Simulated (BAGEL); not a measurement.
**C2H4BClN (SMILES C=CB([NH])Cl) at UHF/3-21G (density fitting with qzvpp-jkfit)**

Aim: the vertical doublet–quartet gap of C2H4BClN at UHF/3-21G (density fitting with qzvpp-jkfit), from 2 runs. 

The results are computed with BAGEL 1.2.2.

### Step 1. Starting point

C2H4BClN has 9 atoms, charge 0, and is taken as a doublet. As SMILES, `C=CB([NH])Cl`. Geometry: relaxed at GFN2-xTB. This is one conformer, not always the lowest.

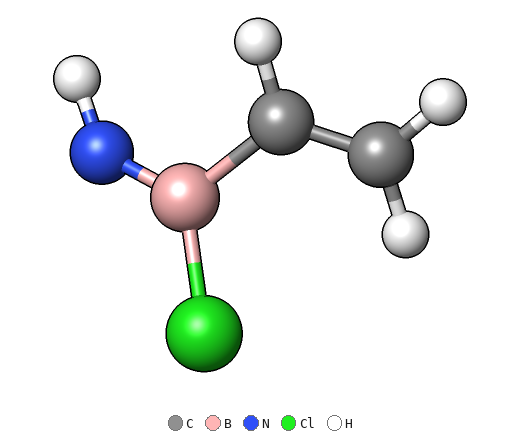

The structure, seen from a chosen angle (carbon grey, boron pink, nitrogen blue, chlorine green, hydrogen white).

### Step 2. The energy at UHF/3-21G (density fitting with qzvpp-jkfit)

File hf.json:

```json
{ "bagel" : [

{
  "title" : "molecule",
  "basis" : "3-21g",
  "df_basis" : "qzvpp-jkfit",
  "angstrom" : true,
  "geometry" : [
    { "atom" : "C", "xyz" : [      -0.517480,       0.805460,       1.239300 ] },
    { "atom" : "C", "xyz" : [      -0.122860,      -0.234970,       0.535350 ] },
    { "atom" : "B", "xyz" : [       0.533250,      -0.104470,      -0.941700 ] },
    { "atom" : "N", "xyz" : [       0.391100,      -1.103700,      -1.791650 ] },
    { "atom" : "Cl", "xyz" : [       1.356440,       1.391690,      -1.248360 ] },
    { "atom" : "H", "xyz" : [      -0.420600,       1.818920,       0.887190 ] },
    { "atom" : "H", "xyz" : [      -0.954910,       0.681120,       2.220280 ] },
    { "atom" : "H", "xyz" : [      -0.239400,      -1.244170,       0.899940 ] },
    { "atom" : "H", "xyz" : [      -0.025540,      -2.009880,      -1.800340 ] }
  ]
},

{
  "title" : "uhf",
  "nopen" : 1
},

{
  "title" : "print",
  "file" : "orbitals.molden",
  "orbitals" : true
}

]}
```

Run with:

```sh
BAGEL_NUM_THREADS=1 BAGEL hf.json > hf.out
```

The log of the run:

```text
* using 1 threads per process

  ===============================================================
  ===============================================================

  *** Geometry ***

  { "atom" : "C", "xyz" : [     -0.977895,      1.522099,      2.341938 ] },
  { "atom" : "C", "xyz" : [     -0.232172,     -0.444029,      1.011665 ] },
  { "atom" : "B", "xyz" : [      1.007696,     -0.197420,     -1.779555 ] },
  { "atom" : "N", "xyz" : [      0.739072,     -2.085691,     -3.385728 ] },
  { "atom" : "Cl", "xyz" : [      2.563300,      2.629913,     -2.359059 ] },
  { "atom" : "H", "xyz" : [     -0.794819,      3.437261,      1.676546 ] },
  { "atom" : "H", "xyz" : [     -1.804518,      1.287130,      4.195721 ] },
  { "atom" : "H", "xyz" : [     -0.452400,     -2.351141,      1.700640 ] },
  { "atom" : "H", "xyz" : [     -0.048264,     -3.798123,     -3.402150 ] },

  Number of auxiliary basis functions:      502

  Since a DF basis is specified, we compute 2- and 3-index integrals:
    o Being stored without compression. Storage requirement is 0.013 GB

  Number of basis functions:       57
  Number of electrons      :       45

    * METHOD: MOLECULE                             0.20

  *** Open-shell HF ***

  === Nuclear Repulsion ===
   181.5627492173

      * DIIS with orbital gradients will be used.

  === UHF iteration (3-21g) ===
      0       -613.40126104          0.04333363           0.09
      1       -613.52758497          0.03250478           0.09
      2       -613.58073532          0.02036972           0.09
      3       -613.61288114          0.00387376           0.09
      4       -613.62004819          0.00166566           0.09
      5       -613.62139682          0.00070566           0.08
      6       -613.62164857          0.00026402           0.08
      7       -613.62170991          0.00012960           0.08
      8       -613.62173185          0.00008840           0.08
      9       -613.62175119          0.00006930           0.08
     10       -613.62176575          0.00006035           0.08
     11       -613.62178477          0.00005341           0.08
     12       -613.62181886          0.00004211           0.08
     13       -613.62187425          0.00002372           0.08
     14       -613.62191304          0.00001125           0.08
     15       -613.62192603          0.00000773           0.08
     16       -613.62193566          0.00000716           0.08
     17       -613.62194451          0.00000695           0.08
     18       -613.62194560          0.00000695           0.08
     19       -613.62194702          0.00000694           0.09
     20       -613.62195232          0.00000689           0.09
     21       -613.62196858          0.00000671           0.09
     22       -613.62200037          0.00000640           0.09
     23       -613.62201726          0.00000556           0.09
     24       -613.62205074          0.00002101           0.09
     25       -613.62205404          0.00001135           0.09
     26       -613.62205423          0.00000339           0.09
     27       -613.62205337          0.00000432           0.09
     28       -613.62205436          0.00000075           0.09
     29       -613.62205443          0.00000038           0.09
     30       -613.62205444          0.00000014           0.09
     31       -613.62205444          0.00000007           0.09
     32       -613.62205444          0.00000004           0.08
     33       -613.62205444          0.00000002           0.08
     34       -613.62205444          0.00000002           0.08
     35       -613.62205444          0.00000002           0.08
     36       -613.62205444          0.00000002           0.08
     37       -613.62205444          0.00000001           0.08
     38       -613.62205444          0.00000001           0.08
     39       -613.62205444          0.00000001           0.08
    * SCF iteration converged.

    * S^2 (UHF) is 0.8293

    * Permanent dipole moment:
           (    0.688484,     1.218408,    -0.165488) a.u.

    * METHOD: UHF                                  3.53

    * METHOD: PRINT                                0.01

  ===============================================================
```

Wall time 3.9 s (1 thread of Arm Neoverse V1, shared host); peak memory 0.092 GiB.

### Step 3. The quartet, same level

File calc.json:

```json
{ "bagel" : [

{
  "title" : "molecule",
  "basis" : "3-21g",
  "df_basis" : "qzvpp-jkfit",
  "angstrom" : "true",
  "geometry" : [
    { "atom" : "C", "xyz" : [      -0.517480,       0.805460,       1.239300 ] },
    { "atom" : "C", "xyz" : [      -0.122860,      -0.234970,       0.535350 ] },
    { "atom" : "B", "xyz" : [       0.533250,      -0.104470,      -0.941700 ] },
    { "atom" : "N", "xyz" : [       0.391100,      -1.103700,      -1.791650 ] },
    { "atom" : "Cl", "xyz" : [       1.356440,       1.391690,      -1.248360 ] },
    { "atom" : "H", "xyz" : [      -0.420600,       1.818920,       0.887190 ] },
    { "atom" : "H", "xyz" : [      -0.954910,       0.681120,       2.220280 ] },
    { "atom" : "H", "xyz" : [      -0.239400,      -1.244170,       0.899940 ] },
    { "atom" : "H", "xyz" : [      -0.025540,      -2.009880,      -1.800340 ] }
  ]
},

{
  "title" : "uhf",
  "charge" : 0,
  "nopen" : 3
},

{
  "title" : "print",
  "file" : "orbitals.molden",
  "orbitals" : "true"
}

]}
```

Run with:

```sh
BAGEL_NUM_THREADS=1 BAGEL calc.json > calc.out
```

The log of the run:

```text
* using 1 threads per process

  ===============================================================
  ===============================================================

  *** Geometry ***

  { "atom" : "C", "xyz" : [     -0.977895,      1.522099,      2.341938 ] },
  { "atom" : "C", "xyz" : [     -0.232172,     -0.444029,      1.011665 ] },
  { "atom" : "B", "xyz" : [      1.007696,     -0.197420,     -1.779555 ] },
  { "atom" : "N", "xyz" : [      0.739072,     -2.085691,     -3.385728 ] },
  { "atom" : "Cl", "xyz" : [      2.563300,      2.629913,     -2.359059 ] },
  { "atom" : "H", "xyz" : [     -0.794819,      3.437261,      1.676546 ] },
  { "atom" : "H", "xyz" : [     -1.804518,      1.287130,      4.195721 ] },
  { "atom" : "H", "xyz" : [     -0.452400,     -2.351141,      1.700640 ] },
  { "atom" : "H", "xyz" : [     -0.048264,     -3.798123,     -3.402150 ] },

  Number of auxiliary basis functions:      502

  Since a DF basis is specified, we compute 2- and 3-index integrals:
    o Being stored without compression. Storage requirement is 0.013 GB

  Number of basis functions:       57
  Number of electrons      :       45

    * METHOD: MOLECULE                             0.20

  *** Open-shell HF ***

  === Nuclear Repulsion ===
   181.5627492173

      * DIIS with orbital gradients will be used.

  === UHF iteration (3-21g) ===
      0       -613.26543469          0.03922311           0.09
      1       -613.38725363          0.03013939           0.08
      2       -613.44079177          0.02169013           0.09
      3       -613.48112156          0.00462682           0.09
      4       -613.49374123          0.00191317           0.09
      5       -613.49581473          0.00075461           0.09
      6       -613.49614030          0.00036778           0.09
      7       -613.49623969          0.00022478           0.08
      8       -613.49628926          0.00016205           0.09
      9       -613.49631540          0.00012483           0.09
     10       -613.49633070          0.00010450           0.09
     11       -613.49635185          0.00007358           0.09
     12       -613.49636585          0.00003958           0.08
     13       -613.49636978          0.00001941           0.09
     14       -613.49637046          0.00001133           0.08
     15       -613.49637068          0.00000645           0.09
     16       -613.49637074          0.00000341           0.09
     17       -613.49637074          0.00000229           0.09
     18       -613.49637075          0.00000176           0.09
     19       -613.49637075          0.00000128           0.09
     20       -613.49637075          0.00000098           0.09
     21       -613.49637075          0.00000078           0.09
     22       -613.49637076          0.00000058           0.09
     23       -613.49637076          0.00000032           0.09
     24       -613.49637076          0.00000018           0.09
     25       -613.49637076          0.00000012           0.09
     26       -613.49637076          0.00000006           0.09
     27       -613.49637076          0.00000004           0.09
     28       -613.49637076          0.00000003           0.09
     29       -613.49637076          0.00000002           0.09
     30       -613.49637076          0.00000002           0.09
     31       -613.49637076          0.00000001           0.09
     32       -613.49637076          0.00000001           0.09
     33       -613.49637076          0.00000001           0.09
    * SCF iteration converged.

    * S^2 (UHF) is 3.7934

    * Permanent dipole moment:
           (    0.706939,     1.303544,    -0.187860) a.u.

    * METHOD: UHF                                  3.17

    * METHOD: PRINT                                0.01

  ===============================================================
```

Wall time 3.6 s (1 thread of Arm Neoverse V1, shared host); peak memory 0.092 GiB.

### Step 4. Results

Level: UHF/3-21G (density fitting with qzvpp-jkfit).

| quantity | value |
| --- | --- |
| doublet: total energy | -613.62205 Eh |
| doublet: dipole moment | 3.58 D |
| doublet: ⟨S²⟩ | 0.829 |
| quartet: total energy | -613.49637 Eh |
| quartet: dipole moment | 3.80 D |
| quartet: ⟨S²⟩ | 3.793 |
| vertical energy of the quartet above the doublet | 3.420 eV |

**Reading.** At this shape the quartet lies 3.42 eV (79 kcal/mol) above the doublet.
